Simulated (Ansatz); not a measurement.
## Electronic structure of SiF4···H7NSi2 in real space

| atom | x (Å) | y (Å) | z (Å) |
| --- | --- | --- | --- |
| Si | -1.7307 | 0.9836 | -1.4019 |
| F | -1.7506 | 1.9125 | -0.1438 |
| F | -1.9651 | -0.5086 | -1.0054 |
| F | -2.8977 | 1.4255 | -2.3464 |
| F | -0.3857 | 1.1485 | -2.1806 |
| H | 0.7102 | 1.1440 | 0.9119 |
| N | 0.6590 | 0.1671 | 0.6556 |
| Si | 1.9296 | -0.3675 | -0.4006 |
| Si | -0.1822 | -0.8525 | 1.7783 |
| H | 1.3838 | -1.3641 | -1.3556 |
| H | 3.0554 | -1.0126 | 0.3326 |
| H | 2.4535 | 0.8170 | -1.1250 |
| H | -0.1903 | -2.2142 | 1.1876 |
| H | -1.5701 | -0.3655 | 1.9826 |
| H | 0.4807 | -0.9132 | 3.1108 |

The reactant side of a reaction path; geometry: PBE0-D4/def2-TZVP.

Theory: RKS PBE0-D4/def2-TZVPP (Ansatz 0.2.0).

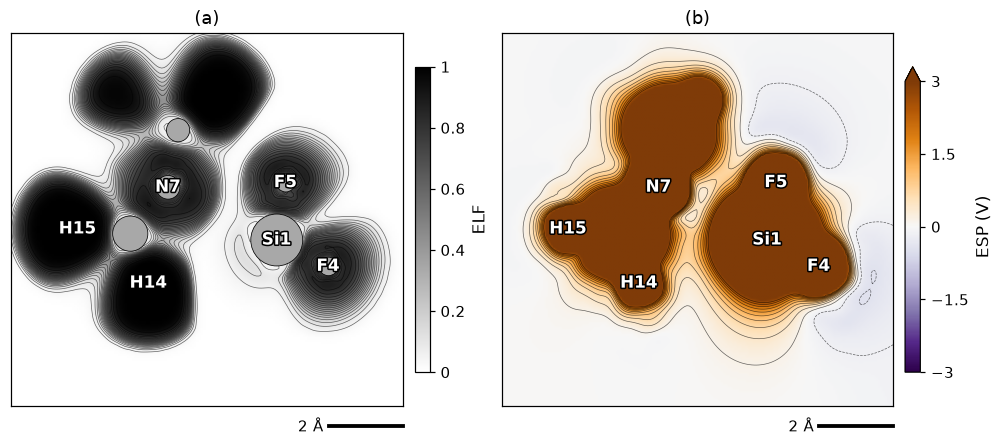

Figure 1. (a) electron localisation function; (b) electrostatic potential on the plane of atoms F4, Si1 and F5. Grey discs cover the atomic cores in the ELF map.

### Read the bonding off the picture.

Atoms in the plane: Si, F, N and H.
Si1···N7 (3.26 Å): the ELF dips to about 0 between them.
Si–F (1.57 Å): the ELF peaks at about 0.85 in the valence shell of F, 0.6 Å from its nucleus, and is about 0.50 at the midpoint.
The ELF also peaks beside F4 and F5, away from the bonds: lone-pair regions.
Outside the dense part of the complex the potential is most negative (−0.4 V) near F4.

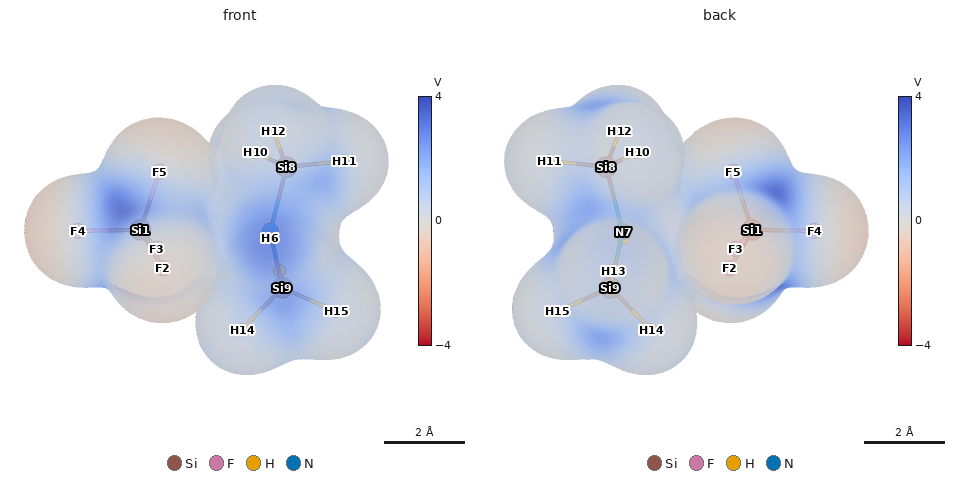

Figure 2. The electrostatic potential painted on the density surface at 0.004 e/bohr³, seen from the front and from behind; red is negative and blue positive.

### Describe the electrostatic potential map.

The most negative region (about −0.4 V) lies over F4, the most positive (about +3.2 V) over Si1.

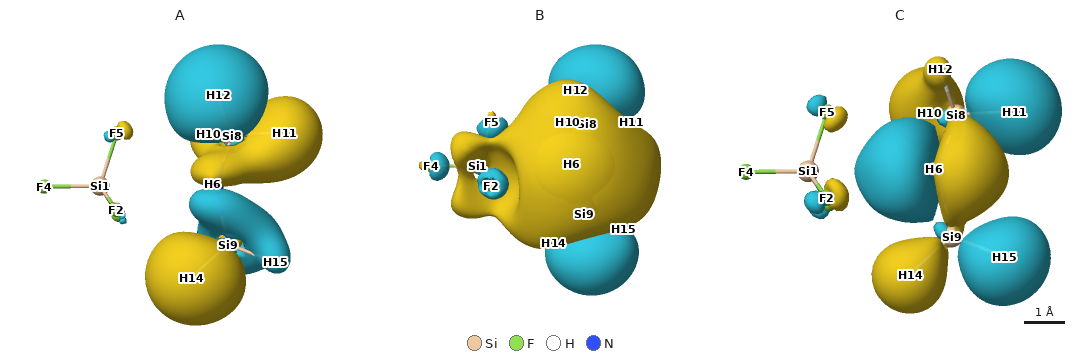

Figure 3. Three frontier orbitals at ±0.05 Å⁻³ᐟ² (yellow and cyan are the two phases), in no order.

### Which picture is the HOMO−1, the HOMO and the LUMO?

A is the HOMO−1 (−9.54 eV). By Hirshfeld shares it lies mainly on Si8 (about 25 %), H12 (about 25 %), Si9 (about 15 %), H14 (about 15 %) and H11 (about 10 %). C is the HOMO (−7.79 eV). It lies mainly on N7 (about 45 %), Si8 (about 10 %), Si9 (about 10 %), H11 (about 10 %) and H15 (about 10 %). B is the LUMO (−0.24 eV). By Hirshfeld shares it lies mainly on Si9 (about 25 %), Si8 (about 25 %), H6 (about 10 %), N7 (about 10 %) and Si1 (about 5 %).

### What is the HOMO–LUMO gap?

7.55 eV between the orbital energies.
